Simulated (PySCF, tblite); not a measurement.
# C₄H₆FNSi: geometry, infrared bands and NMR shifts

Wanted: the infrared bands and NMR shifts of C₄H₆FNSi (`C#C/C=C/[Si@H](N)F`), by calculation.

The runs use tblite 0.8.0 and PySCF 2.14.0, with density-fitted response routines of our own; the level of theory stands in each step. All values are computed, except where a source is named. Atoms count from 0, in the outputs and in this text.

### Step 1. The starting structure

13 atoms, charge 0, multiplicity 1; geometry from: force field or distance geometry start.

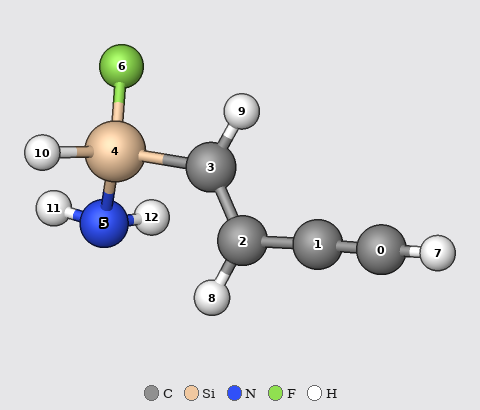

As it starts; carbon grey, silicon light orange, nitrogen blue, fluorine green, hydrogen white, atoms numbered.

### Step 2. Relaxing the molecule with GFN2-xTB

What the job is given:

```
{"job": {"kind": "relax", "xc": "GFN2-xTB", "basis": "xTB"}, "charge": 0, "multiplicity": 1}
C      3.535300     0.845600    -0.167100
C      2.428800     0.406600     0.040100
C      1.150800    -0.133900     0.310100
C      0.040300     0.628300     0.151200
Si    -1.671500     0.091000     0.457300
N     -1.891000    -1.496900    -0.103000
F     -2.645000     0.982400    -0.457500
H      4.502600     1.249700    -0.354200
H      1.088200    -1.173100     0.624200
H      0.118200     1.652800    -0.155200
H     -2.081700     0.153900     1.864500
H     -2.880200    -1.712300    -0.018000
H     -1.699200    -1.493700    -1.088600
```

Started as:

```console
$ OMP_NUM_THREADS=1 python probes_run.py task.json out
```

This one command runs all jobs of the session in turn.

Output:

```text
step      E/eV     max force
  0    -570.55926    1.556
  1    -570.62115    1.108
  2    -570.65533    0.814
  3    -570.67659    1.712
  4    -570.72049    0.823
  5    -570.75545    0.667
  6    -570.78112    0.512
  7    -570.79504    0.409
  8    -570.80748    0.283
  9    -570.81714    0.297
 10    -570.82469    0.254
 11    -570.83108    0.209
 12    -570.83558    0.173
 13    -570.83892    0.173
 14    -570.84203    0.173
 15    -570.84431    0.143
 16    -570.84548    0.079
 17    -570.84610    0.073
 18    -570.84669    0.087
 19    -570.84736    0.075
 20    -570.84785    0.065
 21    -570.84816    0.055
 22    -570.84843    0.050
 23    -570.84878    0.072
 24    -570.84918    0.062
 25    -570.84945    0.047
 26    -570.84962    0.035
 27    -570.84980    0.039
 28    -570.85006    0.055
 29    -570.85036    0.048
 30    -570.85062    0.040
 31    -570.85084    0.043
 32    -570.85104    0.046
 33    -570.85125    0.040
 34    -570.85149    0.045
 35    -570.85178    0.059
 36    -570.85221    0.075
 37    -570.85274    0.078
 38    -570.85313    0.048
 39    -570.85332    0.026
 40    -570.85342    0.027
 41    -570.85355    0.043
 42    -570.85375    0.052
 43    -570.85393    0.042
 44    -570.85403    0.026
 45    -570.85407    0.023
 46    -570.85409    0.018
 47    -570.85413    0.017
 48    -570.85416    0.019
 49    -570.85419    0.021
 50    -570.85422    0.017
 51    -570.85426    0.024
 52    -570.85432    0.025
 53    -570.85437    0.019
 54    -570.85440    0.020
 55    -570.85443    0.017
 56    -570.85446    0.018
 57    -570.85448    0.014
 58    -570.85450    0.010
 59    -570.85452    0.011
 60    -570.85454    0.014
 61    -570.85457    0.021
 62    -570.85460    0.021
 63    -570.85463    0.013
 64    -570.85465    0.011
 65    -570.85466    0.012
 66    -570.85469    0.014
 67    -570.85473    0.016
 68    -570.85476    0.012
 69    -570.85477    0.008
```

Run time: 0.63 s. Hardware: 1 thread of Arm Neoverse N1, shared host.

Along the way: (not every step is listed)

```
step  energy from step 0 (eV)  largest force (eV/Å)
   0                   0.0000                1.5559
   1                  -0.0619                1.1084
   2                  -0.0961                0.8141
   3                  -0.1173                1.7120
   4                  -0.1612                0.8227
   5                  -0.1962                0.6670
   6                  -0.2219                0.5119
   7                  -0.2358                0.4094
   8                  -0.2482                0.2832
  13                  -0.2797                0.1729
  18                  -0.2874                0.0872
  23                  -0.2895                0.0722
  28                  -0.2908                0.0547
  33                  -0.2920                0.0401
  38                  -0.2939                0.0475
  43                  -0.2947                0.0417
  48                  -0.2949                0.0190
  53                  -0.2951                0.0193
  58                  -0.2952                0.0105
  63                  -0.2954                0.0130
  64                  -0.2954                0.0108
  65                  -0.2954                0.0123
  66                  -0.2954                0.0137
  67                  -0.2955                0.0160
  68                  -0.2955                0.0119
  69                  -0.2955                0.0081
```

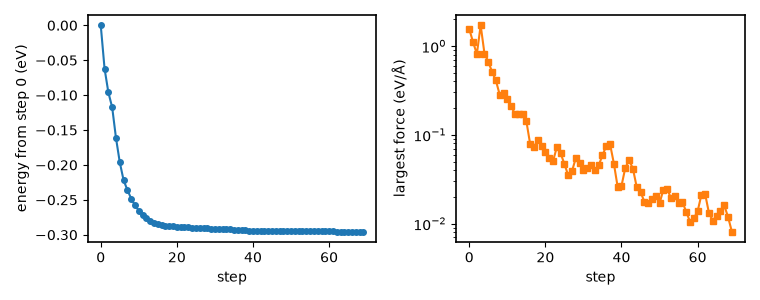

Energy and largest force along the relaxation.

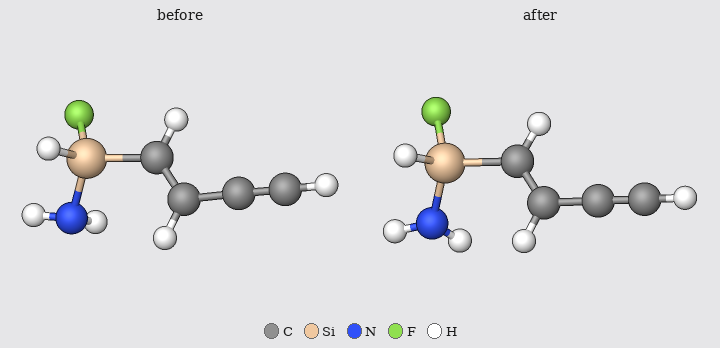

Before and after, at one scale.

Distances of close pairs at the start and the end, largest changes first:

```
   bond  before (Å)  after (Å)  change (Å)
 C3–Si4       1.820      1.871      +0.051
  C2–C3       1.356      1.336      -0.020
 Si4–F6       1.606      1.625      +0.019
 Si4–N5       1.698      1.714      +0.016
  C0–H7       1.065      1.049      -0.016
Si4–H10       1.467      1.453      -0.014
  C3–H9       1.072      1.084      +0.011
 N5–H11       1.016      1.006      -0.010
```

The final coordinates are the input of the step that follows.

### Step 3. Harmonic vibrations with GFN2-xTB

What the job is given:

```
{"job": {"kind": "ir", "xc": "GFN2-xTB", "basis": "xTB"}, "charge": 0, "multiplicity": 1}
C      3.537486     0.777787    -0.174978
C      2.415687     0.397234     0.028962
C      1.102731    -0.053752     0.267466
C      0.018460     0.713871     0.125834
Si    -1.728631     0.136333     0.462563
N     -1.914367    -1.450126    -0.158990
F     -2.699870     1.223033    -0.256394
H      4.516942     1.110428    -0.351017
H      1.013778    -1.087580     0.577579
H      0.162866     1.743108    -0.180579
H     -2.172572     0.133917     1.846565
H     -2.799380    -1.920636    -0.069942
H     -1.457518    -1.723129    -1.013389
```

Output:

```text
mode    cm-1     km/mol
  1      44.4      0.36
  2      86.0      1.26
  3      96.2      0.16
  4     159.9     16.92
  5     169.7      0.15
  6     203.8     10.97
  7     264.7     35.07
  8     298.0      1.75
  9     374.4     19.03
 10     441.6     34.50
 11     447.2    156.15
 12     613.4     60.84
 13     636.9     74.18
 14     650.5     36.85
 15     683.2     76.73
 16     746.0     67.33
 17     753.2    162.68
 18     792.0     43.92
 19     845.5    252.45
 20     940.3    220.61
 21     997.0     24.91
 22    1033.5      6.53
 23    1198.2     12.90
 24    1283.8      0.78
 25    1517.0     59.33
 26    1631.7     56.69
 27    2243.3      2.06
 28    2333.0    288.27
 29    3037.5      2.06
 30    3047.1     59.72
 31    3392.0      2.85
 32    3484.0      3.60
 33    3518.2      0.97
```

Wall time 0.6 s (1 thread of Arm Neoverse N1, shared host).

Which atoms move in the most intense modes:

```
cm⁻¹  km/mol                                  atoms
 447   156.2            H11 40 %, H12 30 %, N5 22 %
 637    74.2                      H10 50 %, H7 32 %
 683    76.7                               H10 92 %
 746    67.3     F6 19 %, C2 17 %, H9 13 %, C3 13 %
 753   162.7    F6 25 %, Si4 16 %, C2 13 %, C3 13 %
 846   252.4  Si4 24 %, H12 17 %, C3 17 %, H11 11 %
 940   220.6                      Si4 43 %, N5 40 %
2333   288.3                               H10 97 %
```

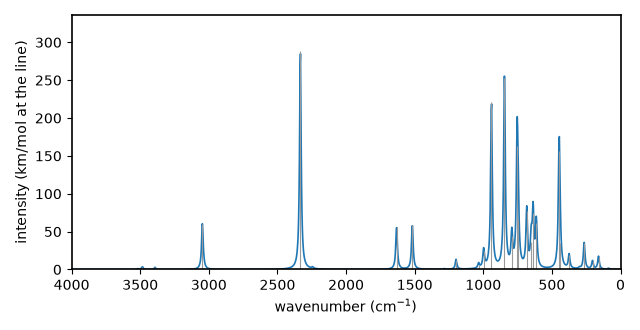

The infrared spectrum from these modes, unscaled. Lines are broadened to a width of 14 cm⁻¹ (Lorentzian).

### Step 4. NMR shieldings: PBE0/pcSseg-1

Settings changed since step 3:

```diff
@@ -1,2 +1,2 @@
-{"job": {"kind": "ir", "xc": "GFN2-xTB", "basis": "xTB"}, "charge": 0, "multiplicity": 1}
+{"job": {"kind": "nmr", "xc": "PBE0", "basis": "pcSseg-1"}, "charge": 0, "multiplicity": 1}
 C      3.537486     0.777787    -0.174978
```

Level: GIAO PBE0/pcSseg-1 NMR shielding, non-relativistic, gas phase.

Output:

```text
coarse grid: 11840 points
cycle   1  E = -599.4789496218  dE =  8.253e-01  |g| = 6.955e-01  |ddm| = 3.529e+00
cycle   2  E = -599.4265023926  dE =  5.245e-02  |g| = 9.283e-01  |ddm| = 1.399e+00
cycle   3  E = -599.5699374420  dE = -1.434e-01  |g| = 8.701e-02  |ddm| = 8.279e-01
cycle   4  E = -599.5712875787  dE = -1.350e-03  |g| = 2.860e-02  |ddm| = 9.998e-02
cycle   5  E = -599.5714158412  dE = -1.283e-04  |g| = 1.399e-02  |ddm| = 3.205e-02
cycle   6  E = -599.5714573780  dE = -4.154e-05  |g| = 4.403e-03  |ddm| = 1.236e-02
cycle   7  E = -599.5714618620  dE = -4.484e-06  |g| = 1.666e-03  |ddm| = 3.867e-03
final grid: 111592 points
cycle   8  E = -599.6162472735  dE = -2.417e-05  |g| = 7.854e-03  |ddm| = 4.384e-02
cycle   9  E = -599.6162358215  dE =  1.145e-05  |g| = 1.082e-02  |ddm| = 1.376e-02
cycle  10  E = -599.6162601408  dE = -2.432e-05  |g| = 1.827e-03  |ddm| = 7.864e-03
cycle  11  E = -599.6162609335  dE = -7.927e-07  |g| = 5.264e-04  |ddm| = 1.583e-03
cycle  12  E = -599.6162609984  dE = -6.496e-08  |g| = 1.262e-04  |ddm| = 4.498e-04
cycle  13  E = -599.6162610016  dE = -3.197e-09  |g| = 3.668e-05  |ddm| = 1.172e-04
cycle  14  E = -599.6162610018  dE = -2.055e-10  |g| = 1.271e-05  |ddm| = 3.616e-05
converged SCF energy = -599.6162610018

GIAO shielding tensors (ppm)
atom      isotropic    diamagn.    paramagn.     s11        s22        s33       span
  0 C       93.372     257.539    -164.167     41.909     45.033    193.175    151.265
  1 C       99.527     252.592    -153.064     -2.908      1.204    300.286    303.195
  2 C       50.010     258.751    -208.741    -70.089     57.642    162.477    232.566
  3 C       37.168     260.418    -223.249    -81.232     31.921    160.816    242.048
  4 Si     370.058     877.863    -507.805    335.109    374.654    400.411     65.302
  5 N      230.211     318.568     -88.358    208.924    221.444    260.264     51.341
  6 F      319.774     468.967    -149.193    261.390    324.488    373.444    112.054
  7 H       28.675      33.581      -4.906     25.016     25.306     35.704     10.688
  8 H       25.363      31.378      -6.015     22.170     24.064     29.855      7.685
  9 H       24.940      32.025      -7.085     21.476     24.626     28.717      7.241
 10 H       26.671      28.471      -1.801     23.288     24.707     32.016      8.728
 11 H       30.403      28.155       2.248     23.796     25.806     41.607     17.811
 12 H       30.421      32.622      -2.201     24.193     26.883     40.186     15.993
```

Run time: 32 s. Hardware: 1 thread of Arm Neoverse N1, shared host; peak memory 0.71 GiB.

The references, computed at this level on geometries of the same kind, shield at (ppm): 1H TMS 31.72, 13C TMS 186.9, 29Si TMS 349.2, 19F CFCl3 170.9, 15N NH3 267.7. Their shielding less the atom's gives the shift. The references are single molecules in the gas phase, so shifts against H2O, NH3, PH3, H3PO4 or CFCl3 are not on the usual liquid scales and can be off by tens of ppm. Atoms listed in one row are averaged.

```
   atoms                              environment  σ (ppm)  δ (ppm)  δ scaled to CDCl3
      C3                                alkene CH     37.2    149.8              144.2
      C2                                alkene CH     50.0    136.9              131.7
      C0                   terminal alkyne carbon     93.4     93.6               89.4
      C1                            alkyne carbon     99.5     87.4               83.4
      H9                 hydrogen on an alkene CH    24.94     6.78               6.49
      H8                 hydrogen on an alkene CH    25.36     6.35               6.10
     H10  hydrogen on a silicon bonded to C, F, N    26.67     5.05                  –
      H7     hydrogen on a terminal alkyne carbon    28.68     3.04               2.97
H11, H12      hydrogen on a nitrogen bonded to Si    30.41     1.31                  –
     Si4             silicon bonded to C, F, N, H    370.1    -20.9                  –
      N5               nitrogen bonded to Si, 2 H    230.2     37.5                  –
      F6                    fluorine bonded to Si    319.8   -148.8                  –
```

The scaled column applies a straight-line fit of computed shieldings to shifts measured in CDCl3, and one for carbons that bear F (root-mean-square error 0.16 ppm for H, 1.9 ppm for C).

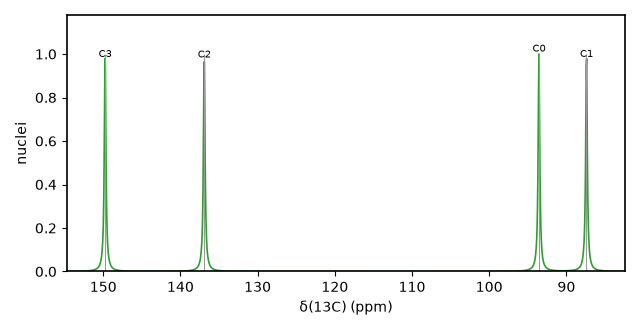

13C lines at the computed shifts, without couplings. Lines are broadened to a width of 0.25 ppm (Lorentzian).

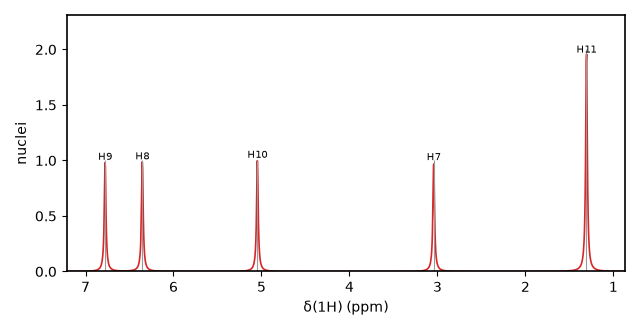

1H lines at the computed shifts, without couplings. Lines are broadened to a width of 0.02 ppm (Lorentzian).

The run also stored atomic charges by several schemes (e):

```
atoms  Mulliken    IAO  Hirshfeld  ESP fit
   C0     -0.32  -0.22      -0.10    -0.43
   C1      0.29  -0.02      -0.04     0.05
   C2     -0.19  -0.13      -0.02     0.01
   C3     -0.40  -0.44      -0.13    -0.49
  Si4      1.11   1.29       0.45     0.96
   N5     -0.64  -0.84      -0.31    -1.09
   F6     -0.43  -0.55      -0.22    -0.37
```

Mulliken charges:

C0 -0.32; C1 0.29; C2 -0.19; C3 -0.40; Si4 1.11; N5 -0.64; F6 -0.43; H7 0.05; H8 0.14; H9 0.14; H10 -0.13; H11 0.20; H12 0.20

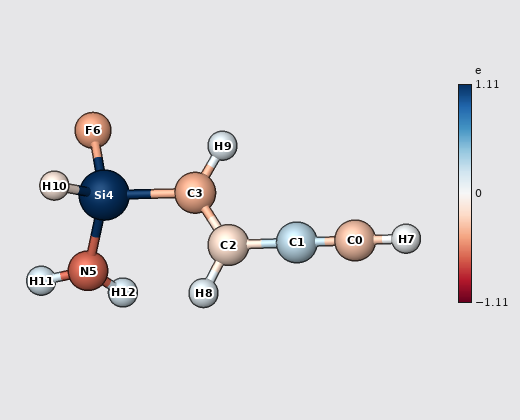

Mulliken charges, as colours on the atoms.

Mayer bond orders: C0–C1 2.38, C1–C2 1.13, C2–C3 1.83, C3–Si4 0.89, Si4–N5 1.08, Si4–F6 0.92.

### Step 5. Results

```
                                                              quantity                             value
                             strongest single infrared mode (GFN2-xTB)             2333 cm⁻¹, 288 km/mol
                                          zero-point energy (GFN2-xTB)                     54.3 kcal/mol
                                13C shifts against TMS (PBE0/pcSseg-1)      149.8, 136.9, 93.6, 87.4 ppm
1H shifts against TMS (PBE0/pcSseg-1, means over atoms taken as alike)  6.78, 6.35, 5.05, 3.04, 1.31 ppm
                               29Si shifts against TMS (PBE0/pcSseg-1)                         -20.9 ppm
                                15N shifts against NH3 (PBE0/pcSseg-1)                          37.5 ppm
                              19F shifts against CFCl3 (PBE0/pcSseg-1)                        -148.8 ppm
```

**Reading.** The optimisation took 69 steps and gained 0.296 eV; among the close pairs (by a distance rule), C3–Si4 changed most, from 1.820 to 1.871 Å. No mode is imaginary among the 33: a minimum at this level. The strongest single mode, at 2333 cm⁻¹, moves mainly H10. GFN2-xTB is a fitted tight-binding method: band positions and strengths are rough. Its intensities can rank the bands wrongly. At PBE0/pcSseg-1: Shielding is most anisotropic at C1 (span 303 ppm, paramagnetic term -153 ppm).
